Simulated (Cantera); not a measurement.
Input: 1 mol SiHCl3, 0.76 mol NH3, 20 mol N2, at 100 Torr.

Equilibrium computed with Cantera from the NASA thermochemical tables; the gas is ideal and each condensed phase is pure. Candidate condensed phases: NH4Cl, Si, Si3N4; 28 gas species. The tables' values for SiCl3 are old estimates; treat these amounts as uncertain. Rates play no part.

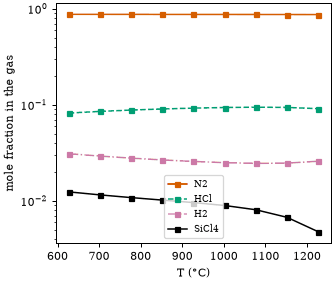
Equilibrium gas composition (values under 1e-9 drawn at 1e-9)

From 627 °C to 1227 °C the condensed part is Si3N4(s). The main Si-bearing gas is SiCl4 at 627 °C and SiCl2 at 1227 °C. The share of Si in condensed phases is highest at 1002 °C (77.9 %) and lowest at 1227 °C (69.0 %).
